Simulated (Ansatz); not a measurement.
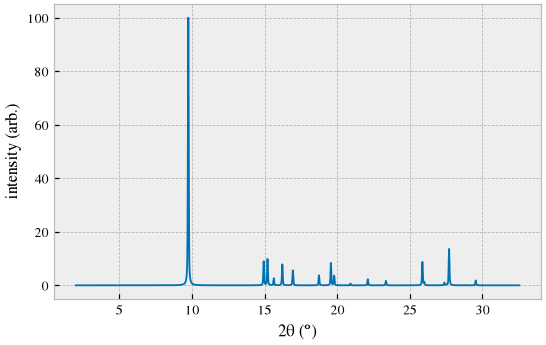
Figure. Simulated powder pattern, Ag Kα, λ = 0.560885 Å

The pattern belongs to a structure relaxed with PBE+D3(BJ) in the plane-wave PAW code Ansatz.

### Question
Which compound is it?
A) BN, P6_3mc (Pearson symbol hP12)
B) Pd, fcc (Cu type)
C) Ta, bcc (W type)
D) Ce, fcc (Cu type)

### Answer
A, BN, P6_3mc (Pearson symbol hP12)

The start of the workflow was typed in or built on a structure type. Its sites differ from those of the usual phase in this space group: another stacking or structure type. The PBE+D3(BJ) relaxation kept the symmetry of its start; whether a distortion lowers the energy is not shown.

Potentials: the earlier of the program's two PAW sets.
